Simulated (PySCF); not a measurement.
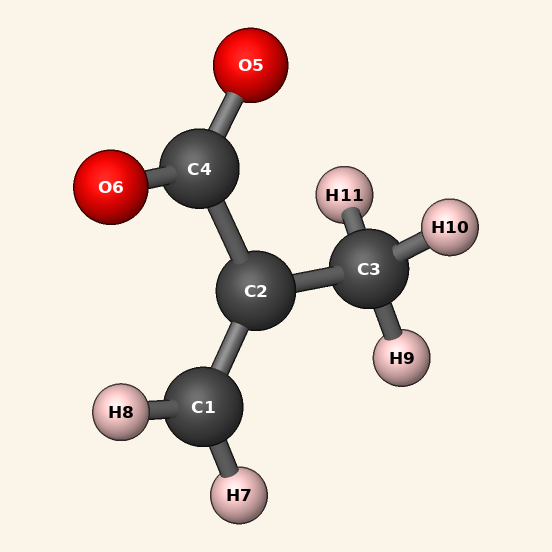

The questions are on isotropic NMR shieldings of the O atoms. The species has charge −1 and is a spin singlet. The geometry was computed by an optimisation with PBE0-D3(BJ)/def2-SVP. No frequency run is at hand to confirm it as a minimum. Properties computed with GIAO PBE0/pcSseg-1 NMR shielding, non-relativistic, gas phase (PySCF 2.14.0).

List the isotropic NMR shieldings of the O atoms.

| atom | σ (ppm) |
| --- | --- |
| O5 | −3.8 |
| O6 | 27.4 |
